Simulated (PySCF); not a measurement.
# C6H18OSi2: NMR shifts at several levels of theory, part 2 of 2

PySCF 2.14.0. Atoms count from 0.

## (6) Shielding tensors: KT2/pcSseg-1

Job settings and geometry (Å):

```
{"job": {"kind": "nmr", "xc": "KT2", "basis": "pcSseg-1", "pop": false}, "charge": 0, "multiplicity": 1}
C     -2.672049     1.429831    -0.719546
Si    -1.587170     0.038634    -0.096622
C     -2.099192    -0.473533     1.633904
C     -1.665345    -1.436667    -1.256204
O     -0.024669     0.616715    -0.048807
Si     1.576121     0.170237     0.080575
C      1.760292    -1.098025     1.454052
C      2.551308     1.716993     0.475666
C      2.140360    -0.565282    -1.550823
H     -2.601363     2.303604    -0.052993
H     -3.728897     1.123682    -0.770733
H     -2.358673     1.748739    -1.725884
H     -2.009052     0.373072     2.332652
H     -3.144216    -0.822037     1.656829
H     -1.462937    -1.290237     2.009730
H     -2.695932    -1.813355    -1.356127
H     -1.042056    -2.265842    -0.884337
H     -1.304736    -1.166584    -2.261290
H      2.816773    -1.373400     1.602952
H      1.375906    -0.704187     2.408172
H      1.205296    -2.020766     1.220127
H      2.421921     2.471145    -0.316209
H      3.627297     1.499300     0.567206
H      2.211086     2.162757     1.423366
H      1.569896    -1.475544    -1.793735
H      1.996568     0.153111    -2.373211
H      3.208335    -0.834740    -1.519177
```

With the program's defaults for keys left out, this is: GIAO KT2/pcSseg-1 NMR shielding, non-relativistic, gas phase.

The program printed:

```text
coarse grid: 22016 points
cycle   1  E = -903.6781548184  dE =  3.795e-01  |g| = 1.198e+00  |ddm| = 4.577e+00
cycle   2  E = -902.8251434930  dE =  8.530e-01  |g| = 2.259e+00  |ddm| = 3.917e+00
cycle   3  E = -903.9558706155  dE = -1.131e+00  |g| = 4.832e-01  |ddm| = 3.378e+00
cycle   4  E = -904.0092206673  dE = -5.335e-02  |g| = 7.762e-02  |ddm| = 5.033e-01
cycle   5  E = -904.0104227876  dE = -1.202e-03  |g| = 1.733e-02  |ddm| = 7.455e-02
cycle   6  E = -904.0105073191  dE = -8.453e-05  |g| = 7.670e-03  |ddm| = 3.507e-02
cycle   7  E = -904.0105216604  dE = -1.434e-05  |g| = 1.057e-03  |ddm| = 9.526e-03
cycle   8  E = -904.0105218212  dE = -1.607e-07  |g| = 4.437e-04  |ddm| = 1.561e-03
final grid: 199008 points
cycle   9  E = -904.0901571279  dE = -2.299e-04  |g| = 2.629e-02  |ddm| = 5.301e-02
cycle  10  E = -904.0900059164  dE =  1.512e-04  |g| = 3.588e-02  |ddm| = 4.609e-02
cycle  11  E = -904.0902795446  dE = -2.736e-04  |g| = 6.547e-03  |ddm| = 3.177e-02
cycle  12  E = -904.0902862704  dE = -6.726e-06  |g| = 2.282e-03  |ddm| = 7.689e-03
cycle  13  E = -904.0902874283  dE = -1.158e-06  |g| = 1.717e-04  |ddm| = 1.984e-03
cycle  14  E = -904.0902874357  dE = -7.392e-09  |g| = 5.031e-05  |ddm| = 3.077e-04
cycle  15  E = -904.0902874365  dE = -7.979e-10  |g| = 4.209e-06  |ddm| = 7.524e-05
converged SCF energy = -904.0902874365

GIAO shielding tensors (ppm)
atom      isotropic    diamagn.    paramagn.     s11        s22        s33       span
  0 C      181.472     256.764     -75.292    172.125    181.674    190.617     18.492
  1 Si     344.152     887.198    -543.046    322.922    335.720    373.815     50.894
  2 C      180.423     257.954     -77.531    171.697    180.590    188.981     17.284
  3 C      180.323     258.941     -78.618    172.118    180.882    187.970     15.852
  4 O      241.977     409.076    -167.099    214.188    254.899    256.843     42.654
  5 Si     344.254     887.183    -542.930    322.955    335.638    374.169     51.214
  6 C      180.319     258.937     -78.618    172.082    180.903    187.972     15.890
  7 C      181.467     256.740     -75.273    172.089    181.694    190.618     18.530
  8 C      180.407     257.953     -77.546    171.631    180.612    188.978     17.347
  9 H       30.923      32.012      -1.089     27.036     28.805     36.929      9.893
 10 H       31.399      29.432       1.968     27.358     28.642     38.199     10.841
 11 H       30.957      32.460      -1.503     26.916     29.086     36.871      9.955
 12 H       30.942      33.067      -2.124     27.720     28.443     36.664      8.943
 13 H       31.310      30.265       1.045     27.248     28.387     38.296     11.049
 14 H       31.044      35.019      -3.974     26.809     30.250     36.074      9.265
 15 H       31.258      30.657       0.601     27.146     28.337     38.291     11.145
 16 H       31.050      35.474      -4.424     27.460     29.929     35.762      8.302
 17 H       30.951      34.177      -3.225     27.409     29.269     36.175      8.766
 18 H       31.261      30.670       0.591     27.153     28.353     38.278     11.126
 19 H       30.953      34.174      -3.221     27.409     29.265     36.184      8.775
 20 H       31.049      35.458      -4.409     27.464     29.916     35.768      8.305
 21 H       30.924      32.010      -1.086     27.038     28.793     36.941      9.903
 22 H       31.405      29.447       1.958     27.363     28.660     38.192     10.829
 23 H       30.959      32.461      -1.502     26.920     29.083     36.873      9.953
 24 H       31.043      35.006      -3.963     26.812     30.244     36.074      9.262
 25 H       30.940      33.052      -2.111     27.719     28.426     36.677      8.958
 26 H       31.314      30.281       1.033     27.256     28.405     38.281     11.025
```

Run time: 34 s. Hardware: 8 threads of Intel Xeon Platinum 8488C (Sapphire Rapids), shared host.

This run: δ C0 2.5, Si1 16.8, O4 88.7, H9 0.09 ppm (means over like atoms).

## (7) NMR shieldings: HF/pcSseg-1

The job, as its differences from that of step 6:

```diff
@@ -1,2 +1,2 @@
-{"job": {"kind": "nmr", "xc": "KT2", "basis": "pcSseg-1", "pop": false}, "charge": 0, "multiplicity": 1}
+{"job": {"kind": "nmr", "xc": "HF", "basis": "pcSseg-1", "pop": false}, "charge": 0, "multiplicity": 1}
 C     -2.672049     1.429831    -0.719546
```

Level: GIAO HF/pcSseg-1 NMR shielding, non-relativistic, gas phase.

The program printed:

```text
final grid: 199008 points
cycle   1  E = -890.3776193284  dE =  9.155e-01  |g| = 6.759e-01  |ddm| = 4.250e+00
cycle   2  E = -890.4756148152  dE = -9.800e-02  |g| = 3.949e-01  |ddm| = 8.261e-01
cycle   3  E = -890.5041920277  dE = -2.858e-02  |g| = 9.453e-02  |ddm| = 3.251e-01
cycle   4  E = -890.5067697022  dE = -2.578e-03  |g| = 8.959e-03  |ddm| = 1.236e-01
cycle   5  E = -890.5068025897  dE = -3.289e-05  |g| = 2.142e-03  |ddm| = 1.479e-02
cycle   6  E = -890.5068049585  dE = -2.369e-06  |g| = 5.217e-04  |ddm| = 4.581e-03
cycle   7  E = -890.5068050857  dE = -1.272e-07  |g| = 1.531e-04  |ddm| = 9.031e-04
cycle   8  E = -890.5068050958  dE = -1.013e-08  |g| = 2.410e-05  |ddm| = 2.738e-04
cycle   9  E = -890.5068050962  dE = -3.602e-10  |g| = 5.208e-06  |ddm| = 5.478e-05
converged SCF energy = -890.5068050962

GIAO shielding tensors (ppm)
atom      isotropic    diamagn.    paramagn.     s11        s22        s33       span
  0 C      189.268     256.266     -66.998    182.056    190.408    195.338     13.282
  1 Si     384.585     879.387    -494.802    372.038    383.219    398.498     26.460
  2 C      188.970     257.744     -68.774    182.455    190.183    194.272     11.816
  3 C      188.884     258.625     -69.740    182.981    190.497    193.176     10.195
  4 O      284.079     413.725    -129.645    269.651    289.786    292.801     23.150
  5 Si     384.702     879.371    -494.668    372.062    383.121    398.923     26.861
  6 C      188.880     258.617     -69.736    182.944    190.512    193.185     10.241
  7 C      189.268     256.239     -66.972    182.030    190.427    195.346     13.315
  8 C      188.955     257.736     -68.782    182.399    190.205    194.259     11.860
  9 H       31.403      32.282      -0.879     27.002     29.124     38.083     11.081
 10 H       31.952      29.616       2.336     27.513     28.940     39.401     11.888
 11 H       31.453      32.725      -1.272     26.925     29.420     38.014     11.088
 12 H       31.475      33.394      -1.919     27.737     28.721     37.968     10.231
 13 H       31.874      30.509       1.365     27.430     28.663     39.529     12.099
 14 H       31.572      35.320      -3.749     26.815     30.540     37.359     10.543
 15 H       31.793      30.880       0.913     27.288     28.564     39.526     12.238
 16 H       31.646      35.780      -4.134     27.583     30.248     37.107      9.524
 17 H       31.488      34.457      -2.969     27.505     29.440     37.519     10.014
 18 H       31.796      30.895       0.901     27.293     28.582     39.512     12.219
 19 H       31.489      34.455      -2.966     27.506     29.435     37.527     10.020
 20 H       31.644      35.763      -4.118     27.587     30.232     37.114      9.528
 21 H       31.404      32.279      -0.875     27.004     29.111     38.097     11.092
 22 H       31.957      29.633       2.324     27.519     28.960     39.393     11.874
 23 H       31.454      32.725      -1.270     26.930     29.416     38.017     11.087
 24 H       31.570      35.306      -3.736     26.818     30.534     37.358     10.540
 25 H       31.474      33.377      -1.903     27.735     28.704     37.982     10.247
 26 H       31.878      30.525       1.353     27.438     28.682     39.513     12.075
```

Run time: 22 s. Hardware: 8 threads of Intel Xeon Platinum 8488C (Sapphire Rapids), shared host.

This run: δ C0 1.8, Si1 8.8, O4 49.2, H9 0.06 ppm (means over like atoms).

## (8) Comparing the runs: NMR shifts

Shifts (ppm), means over like atoms, with basis size and wall time:

```
             run   C0    H9   Si1    O4  functions  time
   PBE0/pcSseg-1  2.2  0.08  15.1  79.1        257  41 s
    PBE/pcSseg-1  2.3  0.08  15.3  91.8        257  29 s
wB97X-D/pcSseg-1  2.3  0.08  14.6  74.6        257  58 s
    KT2/pcSseg-1  2.5  0.09  16.8  88.7        257  34 s
     HF/pcSseg-1  1.8  0.06   8.8  49.2        257  22 s
```

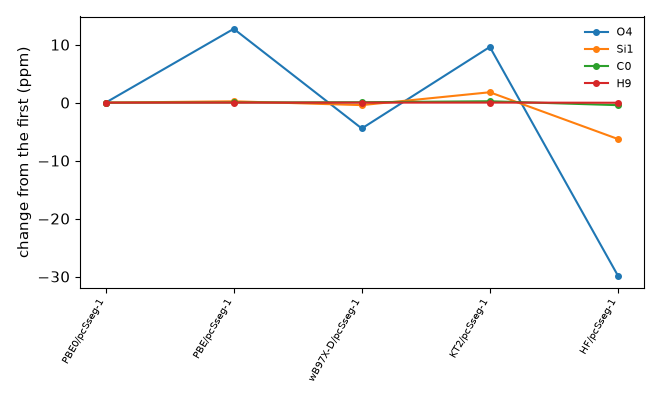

How the tabulated atoms move from run to run.

## (9) Summary of results

The summary covers parts 1 to 2.

| quantity | value |
| --- | --- |
| point group | C1 |
| rotational constants (main isotopes) | 1.60, 0.68, 0.67 GHz |
| 13C shifts against TMS (PBE0/pcSseg-1, means over atoms taken as alike) | 2.2 ppm |
| 1H shifts against TMS (PBE0/pcSseg-1, means over atoms taken as alike) | 0.08 ppm |
| 29Si shifts against TMS (PBE0/pcSseg-1, means over atoms taken as alike) | 15.1 ppm |
| 17O shifts against H2O (PBE0/pcSseg-1) | 79.1 ppm |
| range of the shift of O4 | 49.2 to 91.8 ppm |

In words: Single values in the summary come from the first run of each kind that ended normally (PBE0/pcSseg-1), which need not be the best level. Over 13 steps the energy fell by 0.182 eV; of the close pairs, O4–Si5 changed most, 1.632 to 1.667 Å. No frequency check was run at this level, so the end point may be a saddle. At PBE0/pcSseg-1: Shielding is most anisotropic at Si1, Si5 (span 44 ppm, paramagnetic term -547 ppm). In ppm, O4 moves most: its shift spreads over 42.6 ppm, from 49.2 (HF/pcSseg-1) to 91.8 (PBE/pcSseg-1).
